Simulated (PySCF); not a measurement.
# [S4]2+ ([S4]2+): a chain of runs

Wanted: a structure relaxation (HF-D4/DZVP2), then the harmonic vibrations, then a single-point energy (CCSD(T)/pc-0), then the vertical excitations (EOM-CCSD/DZVP2) of [S4]2+ ([S4]2+). The job is set up through a Python script.

Program for the calculation: PySCF 2.14.0.

## (1) The structure to begin with

[S4]2+: 4 atoms, total charge +2, spin state singlet. All atoms were displaced at random from a relaxed shape. The run starts from this shape.

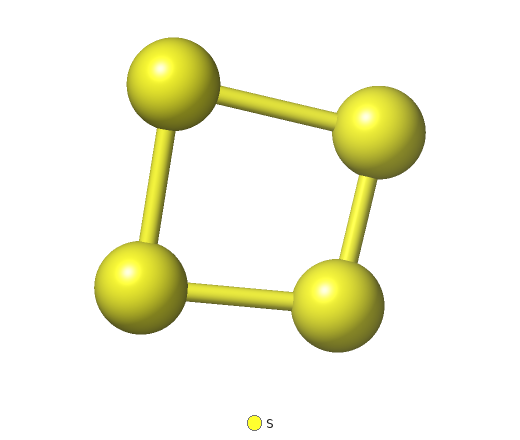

The structure, seen from a chosen angle (sulfur yellow).

## (2) A geometry optimisation at HF-D4/DZVP2 (run 1)

job.py reads:

```python
from pyscf import gto
from pyscf.geomopt.geometric_solver import kernel as optimise

mol = gto.M(
    atom=[
    ('S', (-0.668519, -0.813946, -1.065590)),
    ('S', (1.270062, -0.222083, -0.559730)),
    ('S', (0.842008, 0.906741, 0.873951)),
    ('S', (-1.326027, 0.356578, 0.640613)),
],
    verbose=3,
    basis='dzvp2',
    max_memory=1860,
    charge=2,
)

calc0 = mol.RHF()
calc0.disp = 'd4'
converged, mol_eq = optimise(calc0, maxsteps=100)
print('converged:', converged)
print(mol_eq.tostring())

calc0.reset(mol_eq)
mol = mol_eq
calc0.kernel()
e_tot = calc0.e_tot
print(f'total energy: {e_tot:.8f} hartree')
```

Command:

```sh
OMP_NUM_THREADS=1 python job.py
```

Log:

```text
maxiter                   100
[... 28 lines left out ...]
> Will converge when all 5 criteria are reached:
[... 17 lines left out ...]
converged SCF energy = -1589.09084435234
[... 18 lines left out ...]
converged SCF energy = -1589.11960014534
[... 37 lines left out ...]
converged SCF energy = -1589.12717857687
[... 37 lines left out ...]
converged SCF energy = -1589.12765899942
[... 37 lines left out ...]
converged SCF energy = -1589.12769084093
[... 29 lines left out ...]
Converged! =D
[... 1 line left out ...]
converged: True
S          -0.63766949       -0.76053385       -0.95805883
S           1.25839285       -0.25067068       -0.63878313
S           0.69644818        0.87429662        0.90252148
S          -1.19964755        0.36419790        0.58356449
converged SCF energy = -1589.12769128513
total energy: -1589.12769129 hartree
```

It took 70 s on 1 thread of Intel Xeon at 2.70GHz, shared host; peak memory 0.16 GiB.

The path in brief:

| step | energy from the first frame kept (eV) | largest force (eV/Å) |
| --- | --- | --- |
| 0 | 0.0000 | 3.9086 |
| 1 | -0.7825 | 2.3127 |
| 2 | -0.6795 | 4.2176 |
| 3 | -0.9887 | 0.6112 |
| 4 | -0.9872 | 0.3828 |
| 5 | -1.0018 | 0.1492 |
| 6 | -1.0026 | 0.0645 |
| 7 | -1.0026 | 0.0193 |
| 8 | -1.0027 | 0.0032 |

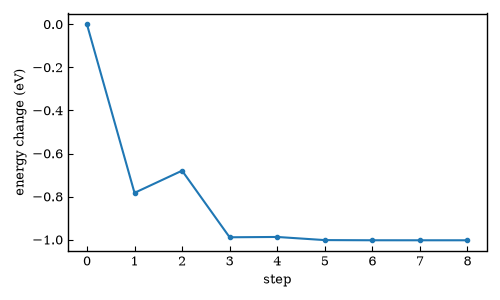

Energy along the run.

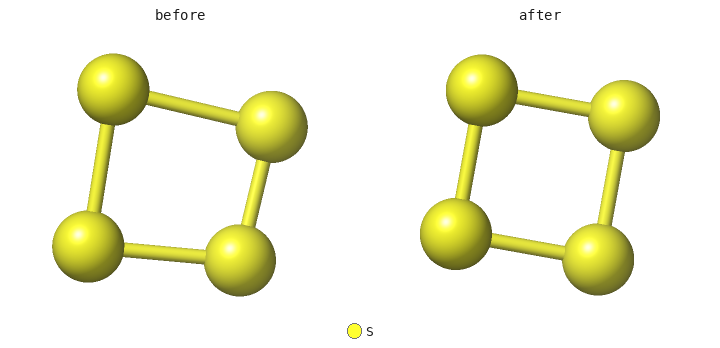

Before and after, at one scale.

After the run. Bond lengths: S1–S2 1.989 Å, S2–S3 1.989 Å, S1–S4 1.989 Å, S3–S4 1.989 Å. Angles: S1–S2–S3 90.0°, S2–S1–S4 90.0°, S2–S3–S4 90.0°, S1–S4–S3 90.0°.

## (3) The harmonic vibrations at HF-D4/DZVP2 (run 2)

input.py reads:

```python
from pyscf import gto, scf, symm
from pyscf.hessian import thermo

mol = gto.M(
    atom=[
    ('S', (-0.667034, -0.817417, -0.930297)),
    ('S', (1.229068, -0.307441, -0.611088)),
    ('S', (0.667034, 0.817418, 0.930296)),
    ('S', (-1.229058, 0.307453, 0.611102)),
],
    max_memory=1860,
    basis='dzvp2',
    verbose=3,
    charge=2,
)

mf = scf.RHF(mol)
mf.disp = 'd4'
mf.kernel()

etot = mf.e_tot
print(f'total energy: {etot:.8f} hartree')
hess = mf.Hessian().kernel()
modes = thermo.harmonic_analysis(mol, hess)
thermo.dump_normal_mode(mol, modes)
symm.geom.TOLERANCE = 1e-3  # for the symmetry number
th = thermo.thermo(mf, modes['freq_au'], 298.15, 101325)
thermo.dump_thermo(mol, th)
```

Command:

```sh
OMP_NUM_THREADS=1 python input.py
```

Log:

```text
converged SCF energy = -1589.12769129356
total energy: -1589.12769129 hartree
```

It took 68 s on 1 thread of Intel Xeon at 2.70GHz, shared host.

Time ran out before the run finished.

## (4) A single-point energy at CCSD(T)/pc-0 (run 3)

input.xyz reads:

```xyz
4
S4
S     -0.637669    -0.760534    -0.958059
S      1.258393    -0.250671    -0.638783
S      0.696448     0.874297     0.902521
S     -1.199648     0.364198     0.583564
```

calc.py reads:

```python
from pyscf import gto, cc

mol = gto.M(
    atom='input.xyz',
    max_memory=1860,
    basis='pc-0',
    verbose=3,
    charge=2,
    spin=0,
)

mf = mol.RHF()
mf.kernel()

mycc = cc.CCSD(mf, frozen=20)
mycc.kernel()
e_t = mycc.ccsd_t()
etot = mycc.e_tot + e_t
print('E = %.10f Eh' % etot)
```

Command:

```sh
OMP_NUM_THREADS=1 python calc.py
```

Log:

```text
converged SCF energy = -1588.19163453606
E(CCSD) = -1588.449720986819  E_corr = -0.2580864507622718
CCSD(T) correction = -0.0132509703766399
E = -1588.4629719572 Eh
```

It took 2.9 s on 1 thread of Intel Xeon at 2.70GHz, shared host; peak memory 0.14 GiB.

## (5) The excited states at EOM-CCSD/DZVP2 (root kind ee, spin of roots triplet) (run 4)

mol.xyz reads:

```xyz
4
S4
S     -0.637669    -0.760534    -0.958059
S      1.258393    -0.250671    -0.638783
S      0.696448     0.874297     0.902521
S     -1.199648     0.364198     0.583564
```

calc.py reads:

```python
# [S4]2+
import numpy
from pyscf import gto, cc

mol = gto.Mole()
mol.atom = 'mol.xyz'
mol.verbose = 3
mol.max_memory = 1860
mol.charge = 2
mol.basis = 'dzvp2'
mol.build()

mf = mol.RHF()
mf.kernel()

mycc = cc.CCSD(mf, frozen=20)
mycc.kernel()
e_tot = mycc.e_tot
print('E = %.10f Eh' % e_tot)

e, vec = mycc.eomee_ccsd_triplet(nroots=6)
roots = numpy.atleast_1d(e) * 27.211386
print('EOM-EE-CCSD roots (eV)')
for i, w in enumerate(roots, 1):
    print('%3d %10.4f' % (i, w))
```

Command:

```sh
OMP_NUM_THREADS=1 python calc.py
```

Log:

```text
converged SCF energy = -1589.10244904092
E(CCSD) = -1589.637967871935  E_corr = -0.5355188310117838
E = -1589.6379678719 Eh
EOM-EE-CCSD roots (eV)
  1     2.5330
  2     2.5333
  3     3.9153
  4     4.0481
  5     4.1535
  6     4.2592
```

Wall time 23 s (1 thread of Intel Xeon at 2.70GHz, shared host); peak memory 0.33 GiB.

The roots found:

| excited state | energy (eV) |
| --- | --- |
| 1 | 2.533 |
| 2 | 2.533 |
| 3 | 3.915 |
| 4 | 4.048 |
| 5 | 4.154 |
| 6 | 4.259 |

## (6) Results

```
                                                           quantity                value
                        run 1, HF-D4/DZVP2: total energy at the end       -1589.12769 Eh
                                    run 1, HF-D4/DZVP2: HOMO energy            -23.30 eV
                                    run 1, HF-D4/DZVP2: LUMO energy            -13.73 eV
                                  run 1, HF-D4/DZVP2: HOMO–LUMO gap              9.57 eV
                              run 1, HF-D4/DZVP2: dispersion energy        -66.27 kJ/mol
                                  run 3, CCSD(T)/pc-0: total energy       -1588.46297 Eh
           run 3, CCSD(T)/pc-0: HOMO energy (Hartree–Fock orbitals)            -24.82 eV
           run 3, CCSD(T)/pc-0: LUMO energy (Hartree–Fock orbitals)            -15.44 eV
         run 3, CCSD(T)/pc-0: HOMO–LUMO gap (Hartree–Fock orbitals)              9.38 eV
  run 3, CCSD(T)/pc-0: correlation energy (20 core orbitals frozen)           -271.3 mEh
                                run 3, CCSD(T)/pc-0: (T) correction           -13.25 mEh
                                 run 3, CCSD(T)/pc-0: T1 diagnostic                0.011
           run 4, EOM-CCSD/DZVP2: ground-state or mean-field energy       -1589.63797 Eh
         run 4, EOM-CCSD/DZVP2: HOMO energy (Hartree–Fock orbitals)            -23.30 eV
         run 4, EOM-CCSD/DZVP2: LUMO energy (Hartree–Fock orbitals)            -13.73 eV
       run 4, EOM-CCSD/DZVP2: HOMO–LUMO gap (Hartree–Fock orbitals)              9.57 eV
run 4, EOM-CCSD/DZVP2: correlation energy (20 core orbitals frozen)           -535.5 mEh
                               run 4, EOM-CCSD/DZVP2: T1 diagnostic                0.013
            run 4, EOM-CCSD/DZVP2: lowest triplet excitation energy              2.53 eV
                                                 run 2, HF-D4/DZVP2  no result (timeout)
```

What this shows: The optimisation (run 1, HF-D4/DZVP2) took 8 steps and changed the energy by -1.003 eV. The triples (run 3, CCSD(T)/pc-0) make up 4.9 % of the correlation energy. 1 of the 4 runs did not end normally.
